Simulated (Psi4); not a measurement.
# CHClGaNO (SMILES O=C=[N][GaH][Cl]) at HF/pcseg-1

What is the vertical ionisation energy of CHClGaNO at HF/pcseg-1? 

The calculation is run with Psi4 1.11.

## (1) The molecule

CHClGaNO has 6 atoms, charge 0, and is taken as a singlet. SMILES: `O=C=[N][GaH][Cl]`. Geometry: relaxed at PBE0-D4/def2-TZVP. This is one conformer, not always the lowest.

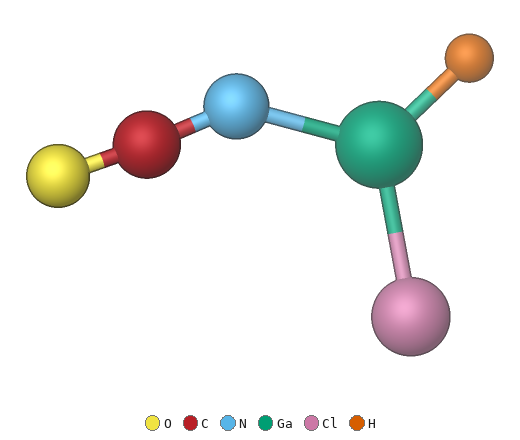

Viewed from a chosen angle; oxygen yellow, carbon red, nitrogen blue, gallium teal, chlorine pink, hydrogen orange.

## (2) A single-point energy at HF/pcseg-1

File chclgano.in:

```
memory 1.6 GB

molecule system {
  0 1
  O     -0.700200    -2.626600    -0.696700
  C     -0.691800    -1.486000    -0.467600
  N     -0.756800    -0.304700    -0.247900
  Ga     0.248500     1.124400     0.275700
  Cl     2.297400     0.694600     0.677800
  H     -0.354900     2.534400     0.412700
  symmetry c1
}

set basis pcseg-1
set reference rhf
set puream true
set scf_type pk

energy_value, wavefunction = energy('hf', return_wfn=True)
```

Started as:

```console
psi4 -i chclgano.in -o chclgano.out -n 1
```

chclgano.out, shortened:

```text
[...]
  Running in c1 symmetry.
[...]
  Nuclear repulsion =  378.168382856798132
[...]
  Multiplicity = 1
[...]
  Nalpha       = 35
  Nbeta        = 35
[...]
    Number of basis functions: 92
[...]
   @RHF iter   1: -2549.64954307469861   -4.49841e+00   1.18366e-02 DIIS/ADIIS
[...]
   @RHF iter   9: -2550.27734668654011   -3.93225e-08   4.24056e-07 DIIS
[...]
    Orbital Energies [Eh]
    ---------------------
    Doubly Occupied:
       1A   -378.812098     2A   -104.797762     3A    -48.197610
       4A    -42.562447     5A    -42.559717     6A    -42.558850
       7A    -20.599468     8A    -15.576196     9A    -11.407215
      10A    -10.542065    11A     -8.021153    12A     -8.019025
      13A     -8.018790    14A     -6.474802    15A     -4.591586
      16A     -4.588221    17A     -4.586016    18A     -1.480481
      19A     -1.313857    20A     -1.304876    21A     -1.300443
      22A     -1.298102    23A     -1.296093    24A     -1.243458
      25A     -1.082775    26A     -0.770044    27A     -0.719573
      28A     -0.654007    29A     -0.653362    30A     -0.578726
      31A     -0.518142    32A     -0.485131    33A     -0.471769
      34A     -0.455352    35A     -0.452036
[...]
  @RHF Final Energy: -2550.27734668654011
   => Energetics <=
    Nuclear Repulsion Energy =            378.1683828567981323
    One-Electron Energy =               -4300.9090110857732725
    Two-Electron Energy =                1372.4632815424349701
    Total Energy =                      -2550.2773466865401133
[...]
 Multipole Moments:
 ------------------------------------------------------------------------------------
     Multipole            Electronic (a.u.)      Nuclear  (a.u.)        Total (a.u.)
 ------------------------------------------------------------------------------------
 L = 1.  Multiply by 2.5417464519 to convert [e a0] to [Debye]
 Dipole X            :          0.7979284           -1.0890855           -0.2911571
 Dipole Y            :          4.9267729           -3.8438148            1.0829581
 Dipole Z            :          1.1704266           -1.0242108            0.1462158
 Magnitude           :                                                    1.1309066
[...]
```

It took 3.6 s on 1 thread of Intel Xeon at 2.60GHz (Ice Lake), shared host; peak memory 0.34 GiB.

## (3) The doublet cation, same level

File chclgano.inp:

```
memory 1.6 GB

molecule mol {
  1 2
  O     -0.700200    -2.626600    -0.696700
  C     -0.691800    -1.486000    -0.467600
  N     -0.756800    -0.304700    -0.247900
  Ga     0.248500     1.124400     0.275700
  Cl     2.297400     0.694600     0.677800
  H     -0.354900     2.534400     0.412700
  symmetry c1
}

set reference uhf
set puream true
set scf_type pk
set maxiter 100

energy("hf/pcseg-1")
```

Started as:

```console
psi4 chclgano.inp chclgano.out -n 1
```

chclgano.out:

```text
[...]
  Running in c1 symmetry.
[...]
  Nuclear repulsion =  378.168382856798132
[...]
  Multiplicity = 2
[...]
  Nalpha       = 35
  Nbeta        = 34
[...]
    Number of basis functions: 92
[...]
   @UHF iter   1: -2549.16316241843515   -4.01202e+00   1.24967e-02 DIIS/ADIIS
[...]
   @UHF iter  17: -2549.87098980854580   -1.20171e-07   8.15498e-07 DIIS
[...]
   @S^2 Observed:                7.583154589E-01
[...]
    Orbital Energies [Eh]
    ---------------------
    Alpha Occupied:
       1A   -379.026838     2A   -105.176523     3A    -48.413049
       4A    -42.777393     5A    -42.775481     6A    -42.773821
       7A    -20.757651     8A    -15.752262     9A    -11.569278
      10A    -10.919042    11A     -8.417009    12A     -8.392357
      13A     -8.390193    14A     -6.690081    15A     -4.805363
      16A     -4.804842    17A     -4.799970    18A     -1.633563
      19A     -1.535860    20A     -1.522450    21A     -1.516014
      22A     -1.512445    23A     -1.508857    24A     -1.458043
      25A     -1.419048    26A     -0.953900    27A     -0.899229
      28A     -0.890655    29A     -0.855560    30A     -0.824261
      31A     -0.808250    32A     -0.807517    33A     -0.713690
      34A     -0.628779    35A     -0.622050
[...]
  @UHF Final Energy: -2549.87098980854580
   => Energetics <=
    Nuclear Repulsion Energy =            378.1683828567981323
    One-Electron Energy =               -4284.5620273019885644
    Two-Electron Energy =                1356.5226546366448019
    Total Energy =                      -2549.8709898085458008
  UHF NO Occupations:
  HONO-2 :   33  A 1.9993460
  HONO-1 :   34  A 1.9969313
  HONO-0 :   35  A 1.0000000
  LUNO+0 :   36  A 0.0030687
  LUNO+1 :   37  A 0.0006540
[...]
 Multipole Moments:
 ------------------------------------------------------------------------------------
     Multipole            Electronic (a.u.)      Nuclear  (a.u.)        Total (a.u.)
 ------------------------------------------------------------------------------------
 L = 1.  Multiply by 2.5417464519 to convert [e a0] to [Debye]
 Dipole X            :          2.9853082           -1.0890855            1.8962228
 Dipole Y            :          5.4921488           -3.8438148            1.6483341
 Dipole Z            :          1.8035382           -1.0242108            0.7793274
 Magnitude           :                                                    2.6305925
[...]
```

It took 4.5 s on 1 thread of Intel Xeon at 2.60GHz (Ice Lake), shared host; peak memory 0.34 GiB.

## (4) Outcome

Level: HF/pcseg-1.

| quantity | value |
| --- | --- |
| singlet CHClGaNO: total energy | -2550.27735 Eh |
| singlet CHClGaNO: dipole moment | 2.87 D |
| singlet CHClGaNO: HOMO energy | -12.30 eV |
| singlet CHClGaNO: LUMO energy | 0.90 eV |
| singlet CHClGaNO: HOMO–LUMO gap | 13.20 eV |
| doublet cation: total energy | -2549.87099 Eh |
| doublet cation: HOMO energy (highest over α and β) | -16.88 eV |
| doublet cation: LUMO energy (lowest over α and β) | -9.50 eV |
| doublet cation: ⟨S²⟩ | 0.758 |
| vertical ionisation energy (to the doublet cation) | 11.058 eV |

Removing an electron at fixed nuclei costs 11.06 eV (255 kcal/mol). −ε(HOMO) before ionisation, 12.30 eV, is 1.24 eV above this ionisation energy.
